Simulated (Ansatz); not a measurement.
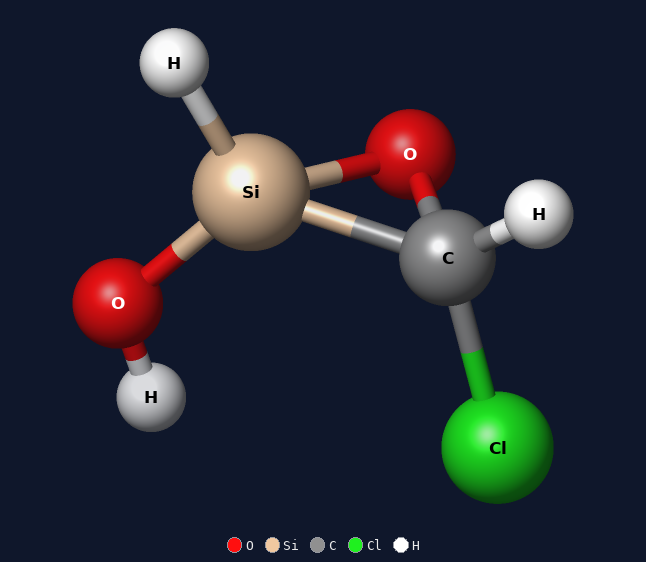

Computed geometry: PBE0-D4/def2-TZVP optimisation. Program: Ansatz 0.2.0.

At this fixed geometry, give dipole (D) at these levels: B3LYP-D4/def2-TZVPP; PBE-D4/def2-TZVPP; PBE0-D4/def2-TZVP; r2SCAN-D4/def2-TZVPP; ωB97M-V/def2-TZVPP.

```tsv
level	dipole (D)
B3LYP-D4/def2-TZVPP	1.63
PBE-D4/def2-TZVPP	1.45
PBE0-D4/def2-TZVP	1.59
r2SCAN-D4/def2-TZVPP	1.55
ωB97M-V/def2-TZVPP	1.67
```
